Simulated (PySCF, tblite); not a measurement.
# C₉H₆BrN: excited states

What do calculations give for the excited states of C₉H₆BrN (`BrC=C=C=Cc1ccncc1`)?

Computed with tblite 0.8.0 and PySCF 2.14.0 and routines of our own; the level stands in each step. Atoms count from 0.

### 1 The starting structure

17 atoms, charge 0, multiplicity 1; geometry from: force field or distance geometry start.

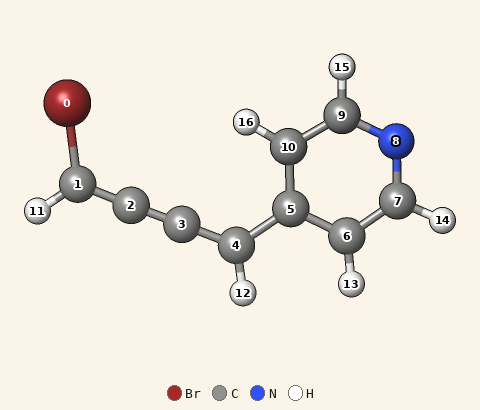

The starting geometry (bromine red, carbon grey, nitrogen blue, hydrogen white).

### 2 Optimising the geometry with GFN2-xTB

Job settings and geometry (Å):

```
{"job": {"kind": "relax", "xc": "GFN2-xTB", "basis": "xTB"}, "charge": 0, "multiplicity": 1}
Br     4.335000     1.795000    -0.045900
C      4.063100    -0.012700    -0.238800
C      2.861200    -0.458400    -0.299300
C      1.721100    -0.848200    -0.379100
C      0.494700    -1.287300    -0.436200
C     -0.698200    -0.422600    -0.391900
C     -1.960000    -1.000500    -0.482000
C     -3.071400    -0.178800    -0.422100
N     -3.014500     1.153900    -0.292600
C     -1.792300     1.700600    -0.204900
C     -0.616400     0.964800    -0.253100
H      4.945000    -0.646500    -0.266300
H      0.324400    -2.351600    -0.542200
H     -2.086700    -2.075800    -0.589000
H     -4.082600    -0.589900    -0.490300
H     -1.768500     2.783800    -0.090800
H      0.338900     1.486100    -0.173600
```

The run is started by

```console
$ OMP_NUM_THREADS=1 python excited_run.py task.json out
```

This one command runs all jobs of the session in turn.

The program printed:

```text
step      E/eV     max force
  0    -794.96297    3.371
  1    -795.00317    4.791
  2    -795.11947    1.473
  3    -795.15975    0.801
  4    -795.17324    0.354
  5    -795.18503    0.364
  6    -795.19107    0.341
  7    -795.19773    0.278
  8    -795.20301    0.187
  9    -795.20518    0.133
 10    -795.20629    0.075
 11    -795.20708    0.085
 12    -795.20767    0.071
 13    -795.20798    0.040
 14    -795.20818    0.029
 15    -795.20835    0.042
 16    -795.20856    0.049
 17    -795.20879    0.038
 18    -795.20899    0.034
 19    -795.20914    0.033
 20    -795.20926    0.036
 21    -795.20939    0.030
 22    -795.20951    0.036
 23    -795.20959    0.030
 24    -795.20965    0.019
 25    -795.20970    0.020
 26    -795.20974    0.017
 27    -795.20978    0.012
 28    -795.20980    0.013
 29    -795.20983    0.013
 30    -795.20986    0.014
 31    -795.20988    0.011
 32    -795.20989    0.009
```

Run time: 0.46 s. Hardware: 1 thread of Arm Neoverse N1, shared host; peak memory 0.18 GiB.

Along the way:

```
step  energy from step 0 (eV)  largest force (eV/Å)
   0                   0.0000                3.3713
   1                  -0.0402                4.7915
   2                  -0.1565                1.4730
   3                  -0.1968                0.8011
   4                  -0.2103                0.3543
   5                  -0.2221                0.3642
   6                  -0.2281                0.3406
   7                  -0.2348                0.2784
   8                  -0.2400                0.1872
   9                  -0.2422                0.1331
  10                  -0.2433                0.0746
  11                  -0.2441                0.0846
  12                  -0.2447                0.0711
  13                  -0.2450                0.0404
  14                  -0.2452                0.0289
  15                  -0.2454                0.0422
  16                  -0.2456                0.0485
  17                  -0.2458                0.0380
  18                  -0.2460                0.0336
  19                  -0.2462                0.0328
  20                  -0.2463                0.0356
  21                  -0.2464                0.0300
  22                  -0.2465                0.0363
  23                  -0.2466                0.0300
  24                  -0.2467                0.0194
  25                  -0.2467                0.0200
  26                  -0.2468                0.0171
  27                  -0.2468                0.0120
  28                  -0.2468                0.0134
  29                  -0.2469                0.0135
  30                  -0.2469                0.0144
  31                  -0.2469                0.0112
  32                  -0.2469                0.0095
```

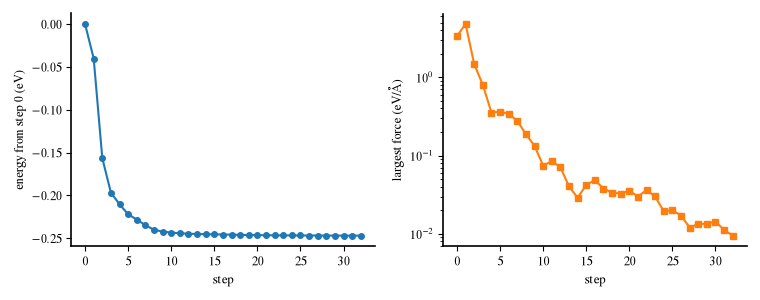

Energy and force, step by step.

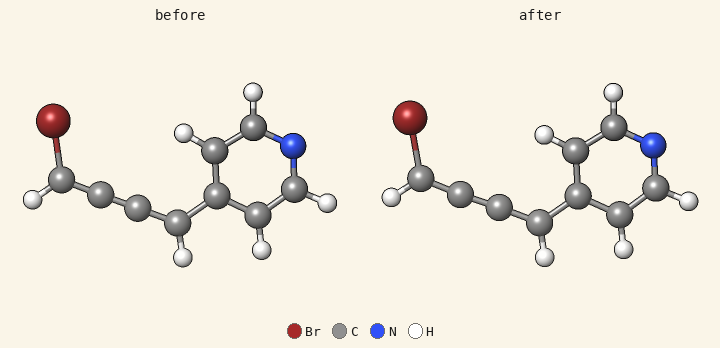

Before and after, at one scale.

Distances of close pairs at the start and the end, largest changes first:

```
   bond  before (Å)  after (Å)  change (Å)
 Br0–C1       1.838      1.906      +0.067
  C2–C3       1.208      1.254      +0.047
  C4–C5       1.474      1.447      -0.027
  C1–C2       1.283      1.310      +0.026
  N8–C9       1.342      1.324      -0.018
  C7–N8       1.340      1.323      -0.018
  C3–C4       1.304      1.321      +0.017
C10–H16       1.091      1.079      -0.012
```

The next job starts from the end point, and lists it.

### 3 Harmonic vibrations with GFN2-xTB

Job settings and geometry (Å):

```
{"job": {"kind": "ir", "xc": "GFN2-xTB", "basis": "xTB"}, "charge": 0, "multiplicity": 1}
Br     4.455791     1.868956    -0.039978
C      4.105444     0.005313    -0.227693
C      2.886904    -0.468732    -0.303098
C      1.692648    -0.846681    -0.370051
C      0.453010    -1.296158    -0.444490
C     -0.718522    -0.448947    -0.391147
C     -1.998270    -1.004559    -0.479010
C     -3.094385    -0.162053    -0.423515
N     -3.002249     1.150635    -0.290884
C     -1.792306     1.681619    -0.207150
C     -0.626444     0.940117    -0.250878
H      4.998564    -0.595730    -0.263349
H      0.285362    -2.360818    -0.552665
H     -2.127990    -2.071106    -0.588110
H     -4.101485    -0.553709    -0.488165
H     -1.762371     2.758081    -0.099255
H      0.339302     1.415801    -0.178657
```

The program printed:

```text
mode    cm-1     km/mol
  1      30.5      0.23
  2      35.6      0.25
  3     103.3      0.10
  4     111.0      0.45
  5     199.9      5.95
  6     253.8      0.25
  7     279.0      0.78
  8     317.9      3.56
  9     330.7      0.02
 10     420.8     10.55
 11     452.7      0.20
 12     489.5     13.32
 13     569.4     21.99
 14     626.7      3.99
 15     633.8      8.26
 16     652.2      6.80
 17     697.2      7.40
 18     777.2      6.22
 19     819.8     10.33
 20     833.9      4.22
 21     875.4      0.17
 22     913.1      0.21
 23     924.9      0.01
 24     986.6     22.62
 25    1016.3      2.45
 26    1096.4      6.05
 27    1117.6      0.96
 28    1158.6     58.55
 29    1192.0      3.52
 30    1210.8      6.44
 31    1265.4      4.88
 32    1282.3      1.34
 33    1298.2     21.90
 34    1382.6      4.10
 35    1459.4      3.87
 36    1545.4     11.48
 37    1568.9    152.62
 38    1673.3      4.60
 39    2148.7    120.00
 40    3032.9     12.40
 41    3055.6     40.77
 42    3059.4     23.87
 43    3078.3     11.82
 44    3082.2     41.94
 45    3097.4     15.11
```

Wall time 1.2 s (1 thread of Arm Neoverse N1, shared host); peak memory 0.18 GiB.

The strongest bands and the atoms that carry them (share of the mass-weighted mode):

```
cm⁻¹  km/mol                                atoms
 569    22.0   C4 20 %, N8 14 %, C5 14 %, C1 12 %
 987    22.6                     C4 23 %, C1 22 %
1159    58.5                   H11 73 %, H12 15 %
1569   152.6  C9 23 %, C7 22 %, C10 19 %, C6 19 %
2149   120.0                     C2 47 %, C3 46 %
3056    40.8                             H14 89 %
3059    23.9                             H15 91 %
3082    41.9                             H13 89 %
```

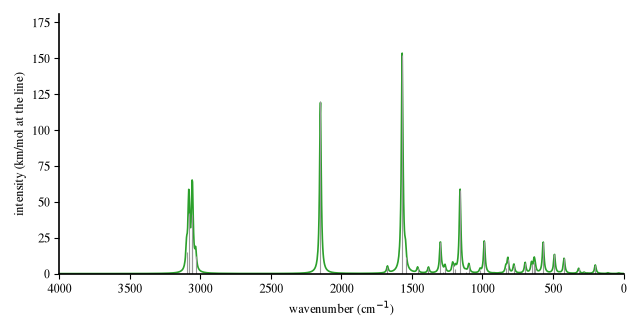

The infrared spectrum from these modes, unscaled. Lines are broadened to a width of 14 cm⁻¹ (Lorentzian).

### 4 Excited states: TDA LC-wPBE/def2-SVP

Settings changed since step 3:

```diff
@@ -1,2 +1,2 @@
-{"job": {"kind": "ir", "xc": "GFN2-xTB", "basis": "xTB"}, "charge": 0, "multiplicity": 1}
+{"job": {"kind": "states", "xc": "LC-wPBE", "basis": "def2-SVP", "tda": true, "soc": true, "nstates": 5, "ntriplets": 4, "nquad": 4}, "charge": 0, "multiplicity": 1}
 Br     4.455791     1.868956    -0.039978
```

Level: TDA LC-wPBE/def2-SVP excited states, vertical, gas phase, spin-orbit mean-field couplings.

The program printed:

```text
coarse grid: 73904 points
cycle   1  E = -2974.0225319920  dE =  1.606e+00  |g| = 4.983e-01  |ddm| = 5.180e+00
cycle   2  E = -2974.0602077900  dE = -3.768e-02  |g| = 4.450e-01  |ddm| = 1.089e+00
cycle   3  E = -2974.1051883715  dE = -4.498e-02  |g| = 7.478e-02  |ddm| = 4.988e-01
cycle   4  E = -2974.1071621194  dE = -1.974e-03  |g| = 3.407e-02  |ddm| = 1.552e-01
cycle   5  E = -2974.1075709049  dE = -4.088e-04  |g| = 1.172e-02  |ddm| = 5.803e-02
cycle   6  E = -2974.1076336063  dE = -6.270e-05  |g| = 4.623e-03  |ddm| = 2.256e-02
cycle   7  E = -2974.1076493999  dE = -1.579e-05  |g| = 2.390e-03  |ddm| = 1.253e-02
cycle   8  E = -2974.1076525946  dE = -3.195e-06  |g| = 9.404e-04  |ddm| = 5.622e-03
final grid: 157176 points
cycle   9  E = -2974.1076855176  dE = -3.622e-07  |g| = 7.328e-04  |ddm| = 2.881e-03
cycle  10  E = -2974.1076855905  dE = -7.286e-08  |g| = 8.004e-04  |ddm| = 1.686e-03
cycle  11  E = -2974.1076857358  dE = -1.453e-07  |g| = 1.338e-04  |ddm| = 8.086e-04
cycle  12  E = -2974.1076857455  dE = -9.702e-09  |g| = 7.661e-05  |ddm| = 2.428e-04
cycle  13  E = -2974.1076857520  dE = -6.567e-09  |g| = 2.725e-05  |ddm| = 3.076e-04
cycle  14  E = -2974.1076857523  dE = -3.106e-10  |g| = 4.516e-06  |ddm| = 6.318e-05
converged SCF energy = -2974.1076857523

Singlet excitations
state   eV       nm        f     d(h-e)  d(exc)  Lambda  PR(NTO)  |dmu|/D   mu/D   main configurations
  1   4.3077   287.8   0.00005   0.381   2.937   0.456   1.084    1.560    3.763   H-3->L 0.82
  2   4.6352   267.5   1.04966   0.376   3.669   0.819   1.127    1.131    2.669   H->L 0.93
  3   4.7940   258.6   0.00070   0.454   3.162   0.529   1.162    1.571    2.509   H->L+1 0.85
  4   4.8365   256.4   0.00432   1.895   3.474   0.353   1.046    6.209    4.811   H-1->L 0.66, H-1->L+3 0.29
  5   5.3129   233.4   0.04369   0.984   3.458   0.434   1.607                     H-2->L 0.64, H->L+2 0.15, H-2->L+3 0.11

Triplet excitations (Tamm-Dancoff)
state   eV     d(h-e)  d(exc)  Lambda  PR(NTO)   main configurations
  1   2.1445   0.081   3.185   0.820   1.112   H->L 0.86
  2   3.9661   0.309   2.916   0.447   1.075   H-3->L 0.79
  3   4.0526   0.148   2.606   0.751   2.397   H-2->L+2 0.31, H-4->L 0.27, H->L+3 0.17
  4   4.0747   1.500   3.110   0.368   1.066   H-1->L 0.53, H-1->L+3 0.37
S1 - T1 = 2.1632 eV

Spin-orbit couplings |<S|Hso|T>| (cm-1)
             T1       T2       T3       T4
S0        1.106  121.933    0.404   33.118
S1      110.359    3.013   65.927    1.904
S2        1.399  138.598    0.546   28.074
S3       89.470    4.217   35.338    1.006
S4        5.357    1.598    7.011    0.256
S5        0.108    9.730    0.026    2.890
T1 sublevels (cm-1): 0.000 0.452 0.459   radiative rates (1/s): 1.96 0.00074 0.00839
```

It took 2.1 min on 1 thread of Arm Neoverse N1, shared host; peak memory 0.96 GiB.

From this job:

```
  quantity    value
S1 less T1  2.16 eV
```

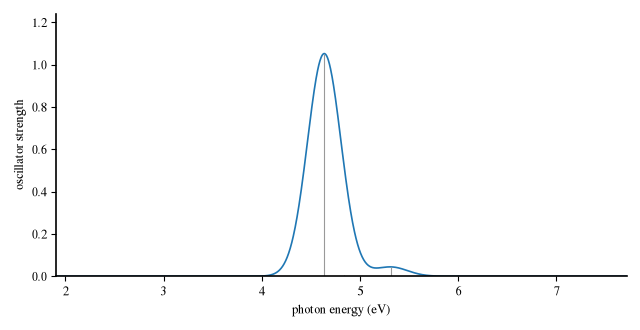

Absorption lines of the singlets. Lines are broadened to a width of 0.40 eV (Gaussian).

The fields below are evaluated on a grid from the run's orbitals.

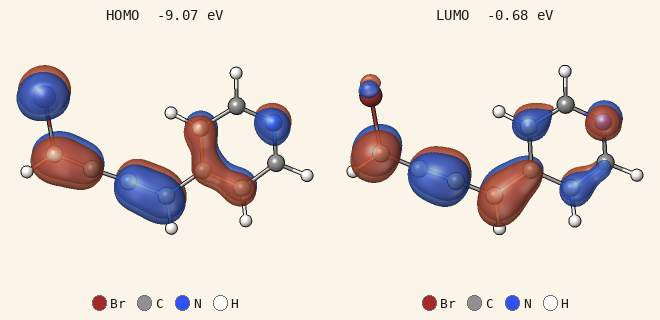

Frontier orbitals at LC-wPBE/def2-SVP; each surface holds 70 % of the orbital's density, blue and red mark the sign.

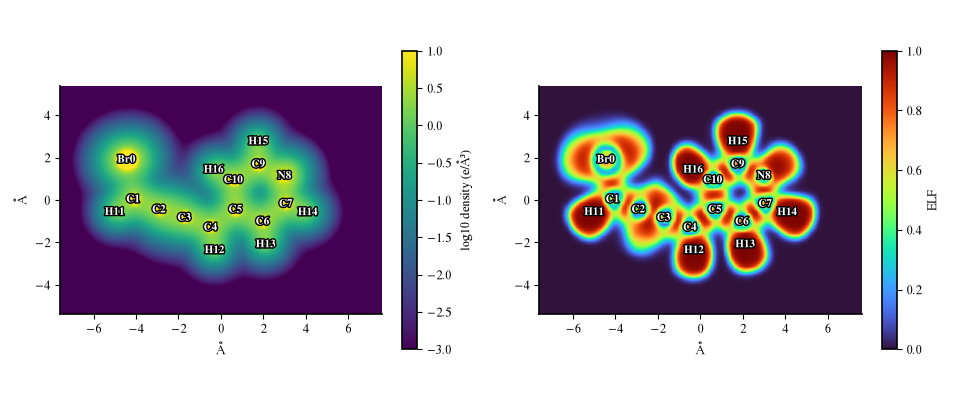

Density (left) and ELF (right) in a plane through or near 17 of the atoms.

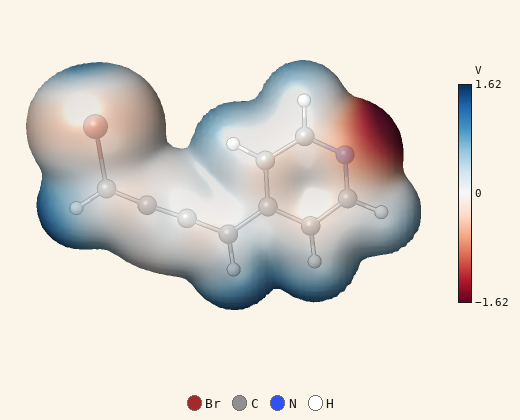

Electrostatic potential on the surface of density 0.002 e/bohr³; red is low, blue high. It runs, from the 1st to the 99th percentile, from -1.62 V near N8 to 1.36 V near H11.

### 5 Outcome

| quantity | value |
| --- | --- |
| strongest single infrared mode (GFN2-xTB) | 1569 cm⁻¹, 153 km/mol |
| zero-point energy (GFN2-xTB) | 73.1 kcal/mol |
| S1 less T1 (step 4, TDA LC-wPBE/def2-SVP) | 2.16 eV |
| surface potential, 1st and 99th percentile | -1.62 V and 1.36 V |

What this shows: No mode is imaginary among the 45: a minimum at this level. The strongest single mode, at 1569 cm⁻¹, has its largest shares on C9, C7, C10 and C6 (the list is cut at 4 atoms). GFN2-xTB is a fitted tight-binding method: band positions and strengths are rough. Its intensities can rank the bands wrongly. Scalar relativity is left out for the heavy atoms. In step 4, the number of triplets below S1 is at least 4, and the largest singlet-triplet spin-orbit coupling is S2–T2, 138.60 cm⁻¹. At LC-wPBE/def2-SVP, counted by nearest atom on the grid, the HOMO lies on C1, C4 about 17 % each; Br0 16 %, the LUMO on C1, C3, C4 about 17 % each; C2 10 %.
